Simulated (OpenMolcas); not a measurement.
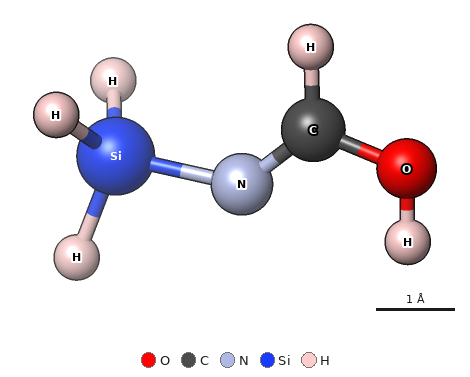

*The structure as given in the input (ball-and-stick view, seen at a tilt).*

Run report: CH5NOSi, energy and gradient calculation (part 1 of 2)

- system: CH5NOSi, SMILES OC=N[SiH3]
- method: CASSCF/ANO-S-VDZ (OpenMolcas 26.06)

The geometry comes from this level: GFN2-xTB.

**Input file**
```
* CH5NOSi CASSCF
&GATEWAY
Coord
9
angstrom
O       -1.148870       2.128540       0.227990
C       -0.647940       0.927270       0.496460
N       -0.002630       0.271090      -0.349880
Si       0.748250      -1.279020      -0.292590
H       -0.926390       2.370690      -0.685360
H       -0.888170       0.639570       1.524940
H        1.750160      -1.350160       0.773260
H       -0.247020      -2.331850      -0.081280
H        1.362620      -1.376130      -1.613540
Basis=ANO-S-VDZ
Group=NoSym
&SEWARD
&RASSCF
FileOrb=$CurrDir/step2.RasOrb
Spin=1
Nactel=6 0 0
Inactive=17
Ras2=6
CIRoot=2 2 1
RlxRoot=1
OrbListing=Nothing
&ALASKA
```

Launched with:
```bash
export MOLCAS_MEM=1860
pymolcas step13.inp > step13.log
```

**The program's output**
```
--- Start Module: gateway ---

                                              &GATEWAY

                       available to each process: 1.9 GB of memory, 1 thread

++    Symmetry information:
      ---------------------

                    Character Table for C1

                             E
                    a        1  x, y, xy, Rz, z, xz, Ry, yz, Rx, I
--

++    Basis set information:
      ----------------------

      Basis set label: O.ANO-S...3S2P.

      Electronic valence basis set:
      ------------------
      Associated Effective Charge   8.000000 au
      Associated Actual Charge      8.000000 au
      Nuclear Model: Point charge

      Shell  nPrim  nBasis  Cartesian Spherical Contaminant
         s      10       3        X
         p       6       2        X

      Basis set label: C.ANO-S...3S2P.

      Electronic valence basis set:
      ------------------
      Associated Effective Charge   6.000000 au
      Associated Actual Charge      6.000000 au
      Nuclear Model: Point charge

      Shell  nPrim  nBasis  Cartesian Spherical Contaminant
         s      10       3        X
         p       6       2        X

      Basis set label: N.ANO-S...3S2P.

      Electronic valence basis set:
      ------------------
      Associated Effective Charge   7.000000 au
      Associated Actual Charge      7.000000 au
      Nuclear Model: Point charge

      Shell  nPrim  nBasis  Cartesian Spherical Contaminant
         s      10       3        X
         p       6       2        X

      Basis set label: SI.ANO-S...4S3P.

      Electronic valence basis set:
      ------------------
      Associated Effective Charge  14.000000 au
      Associated Actual Charge     14.000000 au
      Nuclear Model: Point charge

      Shell  nPrim  nBasis  Cartesian Spherical Contaminant
         s      13       4        X
         p      10       3        X

      Basis set label: H.ANO-S...2S.

      Electronic valence basis set:
      ------------------
      Associated Effective Charge   1.000000 au
      Associated Actual Charge      1.000000 au
      Nuclear Model: Point charge

      Shell  nPrim  nBasis  Cartesian Spherical Contaminant
         s       7       2        X
--

++    Molecular structure info:
      -------------------------

                    ************************************************
                    **** Cartesian Coordinates / bohr, angstrom ****
                    ************************************************

     Center  Label                x              y              z                     x              y              z
        1      O1              -2.171050       4.022358       0.430839             -1.148870       2.128540       0.227990
        2      C2              -1.224429       1.752286       0.938173             -0.647940       0.927270       0.496460
        3      N3              -0.004970       0.512286      -0.661177             -0.002630       0.271090      -0.349880
        4      SI4              1.413988      -2.416998      -0.552915              0.748250      -1.279020      -0.292590
        5      H5              -1.750623       4.479955      -1.295143             -0.926390       2.370690      -0.685360
        6      H6              -1.678398       1.208612       2.881719             -0.888170       0.639570       1.524940
        7      H7               3.307323      -2.551433       1.461250              1.750160      -1.350160       0.773260
        8      H8              -0.466800      -4.406558      -0.153597             -0.247020      -2.331850      -0.081280
        9      H9               2.574979      -2.600509      -3.049149              1.362620      -1.376130      -1.613540

                    ***************************************
                    *    InterNuclear Distances / bohr    *
                    ***************************************

               1 O1            2 C2            3 N3            4 SI4           5 H5            6 H6
    1 O1       0.000000
    2 C2       2.511315        0.000000
    3 N3       4.266732        2.362754        0.000000
    4 SI4      7.435426        5.154369        3.256664        0.000000
    5 H5       1.834439        3.564373        4.380824        7.624540        0.000000
    6 H6       3.763866        2.068584        3.979616        5.874062        5.305947        0.000000
    7 H7       8.619109        6.271554        4.986216        2.767607        9.089606        6.404146
    8 H8       8.619318        6.300581        4.966483        2.766797        9.051046        6.497018
    9 H9       8.859879        7.020047        4.695533        2.759123        8.480586        8.232606

               7 H7            8 H8            9 H9
    7 H7       0.000000
    8 H8       4.504800        0.000000
    9 H9       4.569730        4.571482        0.000000

                    *******************************************
                    *    InterNuclear Distances / angstrom    *
                    *******************************************

               1 O1            2 C2            3 N3            4 SI4           5 H5            6 H6
    1 O1       0.000000
    2 C2       1.328931        0.000000
    3 N3       2.257857        1.250315        0.000000
    4 SI4      3.934658        2.727574        1.723353        0.000000
    5 H5       0.970743        1.886185        2.318232        4.034733        0.000000
    6 H6       1.991752        1.094647        2.105922        3.108420        2.807786        0.000000
    7 H7       4.561036        3.318763        2.638592        1.464555        4.810012        3.388928
    8 H8       4.561147        3.334124        2.628149        1.464126        4.789607        3.438074
    9 H9       4.688446        3.714849        2.484769        1.460065        4.487733        4.356508

               7 H7            8 H8            9 H9
    7 H7       0.000000
    8 H8       2.383838        0.000000
    9 H9       2.418197        2.419124        0.000000

                    **************************************
                    *    Valence Bond Angles / degree    *
                    **************************************
                          Atom centers                 Phi
                      2 C2       1 O1       5 H5       109.22
                      1 O1       2 C2       3 N3       122.15
                      1 O1       2 C2       6 H6       110.16
                      3 N3       2 C2       6 H6       127.68
                      7 H7       4 SI4      8 H8       108.97
                      7 H7       4 SI4      9 H9       111.55
                      8 H8       4 SI4      9 H9       111.64

           ***************************************************************
           *              Valence Dihedral Angles / degree               *
           ***************************************************************
                    Atom centers                       Phi1     Phi2     Theta
           5 H5       1 O1       2 C2       6 H6        109.22   110.16   179.87
           3 N3       2 C2       1 O1       5 H5        122.15   109.22    -0.10
--

            Nuclear Potential Energy            156.75052685 au

--- Stop Module: gateway /rc=_RC_ALL_IS_WELL_ ---

--- Start Module: seward ---

                                              &SEWARD

                       available to each process: 1.9 GB of memory, 1 thread

               SEWARD will generate:
                  Multipole Moment integrals up to order  2
                  Kinetic Energy integrals
                  Nuclear Attraction integrals (point charge)
                  One-Electron Hamiltonian integrals
                  Velocity integrals
                  Orbital angular momentum around ( -0.1057   0.2802  -0.0898 )
                  Velocity quadrupole around ( -0.1057   0.2802  -0.0898 )
                  Two-Electron Repulsion integrals

                   Integrals are discarded if absolute value <: 1.00E-14
                   Integral cutoff threshold is set to       <: 1.00E-16

            Nuclear Potential Energy            156.75052685 au

      Basis set specifications :
      Symmetry species         a
      Basis functions           50

--- Stop Module: seward /rc=_RC_ALL_IS_WELL_ ---
--- Module seward spent 1 second ---

--- Start Module: rasscf ---

                                              &RASSCF

                       available to each process: 1.9 GB of memory, 1 thread

      Header of the ONEINT file:
      --------------------------

      OrdInt status: non-squared

      Cartesian coordinates in angstrom:
      -----------------------------------------------------
      No.  Label        X            Y            Z
      -----------------------------------------------------
       1   O1        -1.14887000   2.12854000   0.22799000
       2   C2        -0.64794000   0.92727000   0.49646000
       3   N3        -0.00263000   0.27109000  -0.34988000
       4   SI4        0.74825000  -1.27902000  -0.29259000
       5   H5        -0.92639000   2.37069000  -0.68536000
       6   H6        -0.88817000   0.63957000   1.52494000
       7   H7         1.75016000  -1.35016000   0.77326000
       8   H8        -0.24702000  -2.33185000  -0.08128000
       9   H9         1.36262000  -1.37613000  -1.61354000
      -----------------------------------------------------
      Nuclear repulsion energy =  156.75052685

++    Wave function specifications:
      -----------------------------

      Number of closed shell electrons          34
      Number of electrons in active shells       6
      Max number of holes in RAS1 space          0
      Max nr of electrons in RAS3 space          0
      Number of inactive orbitals               17
      Number of active orbitals                  6
      Number of secondary orbitals              27
      Spin quantum number                      0.0
      State symmetry                             1
--

++    Orbital specifications:
      -----------------------

      Symmetry species                           1
                                                 a
      Frozen orbitals                            0
      Inactive orbitals                         17
      Active orbitals                            6
      RAS1 orbitals                              0
      RAS2 orbitals                              6
      RAS3 orbitals                              0
      Secondary orbitals                        27
      Deleted orbitals                           0
      Number of basis functions                 50
--

++    CI expansion specifications:
      ----------------------------

      Number of CSFs                           175
      Number of spin combinations              210
      Number of determinants                   400
      Number of root(s) required                 2
      Root chosen for geometry opt.              1
      CI roots used                              1     2
      weights                                0.500 0.500
      highest root included in the CI            2
      max. size of the explicit Hamiltonian    175
--

++    Optimization specifications:
      ----------------------------

      RASSCF algorithm: Conventional
      Maximum number of macro iterations       200
      Maximum number of SX iterations          100
      Threshold for RASSCF energy            1.000E-08
      Threshold for max MO rotation          1.000E-01
      Threshold for max BLB element          1.000E-04
      Level shift parameter                  5.000E-01
      Make Quasi-Newton update
--

      The MO-coefficients are taken from the file:
      step2.RasOrb
      Title: RASSCF average (pseudo-natural) orbitals

      Total molecular charge    0.00

      ************************************************************************************************************************
      *                                            Wave function control section                                             *
      ************************************************************************************************************************

                                         RASSCF iterations: Energy and convergence statistics
                                         ----------------------------------------------------

          iter iter root      energy       change     param      element    value   shift minimum  type update hh:mm:ss
 Nr of preliminary CI iterations:   1
        1   1    4    0  -458.84762350    0.00E+00  -1.21E-05   14  33 1  2.67E-06   0.22   0.00    SX    NO    0:00:00
        2   1    3    0  -458.84762350   -1.56E-10  -6.48E-06   15  40 1  1.30E-06   0.22   0.00    SX    NO    0:00:00
        3   1    3    0  -458.84762350   -4.56E-11   4.06E-06   19  24 1 -6.55E-07   0.22   0.00    SX    NO    0:00:00
        4   1    3    0  -458.84762350   -1.71E-11   2.62E-06   19  24 1 -3.98E-07   0.22   0.00    SX    NO    0:00:00
      Convergence after  4 iterations
        5   1    3    0  -458.84762350   -6.14E-12   2.62E-06   19  24 1 -2.46E-07   0.22   0.00    SX    NO    0:00:00

      ************************************************************************************************************************
                                                      Wave function printout:
                       occupation of active orbitals, and spin coupling of open shells (u,d: Spin up or down)
      ************************************************************************************************************************

      Note: transformation to natural orbitals
      has been made, which may change the order of the CSFs.

      printout of CI-coefficients larger than  0.05 for root  1
      energy=    -458.944080
      conf/sym  111111     Coeff  Weight
             1  222000  -0.95613 0.91419
             2  22ud00  -0.18242 0.03328
            10  u2200d   0.05541 0.00307
            11  220200   0.15874 0.02520
            31  202020   0.08545 0.00730
            46  022002   0.06610 0.00437

      printout of CI-coefficients larger than  0.05 for root  2
      energy=    -458.751167
      conf/sym  111111     Coeff  Weight
             8  u22d00  -0.96871 0.93840
            23  u2d200   0.20922 0.04377
            44  022u0d  -0.05710 0.00326
           105  u02d20  -0.08805 0.00775

      Natural orbitals and occupation numbers for root  1
      sym 1:   1.977862   1.982860   1.927215   0.072617   0.022220   0.017226

      Natural orbitals and occupation numbers for root  2
      sym 1:   0.979394   1.979026   1.996204   1.019912   0.021716   0.003749
```
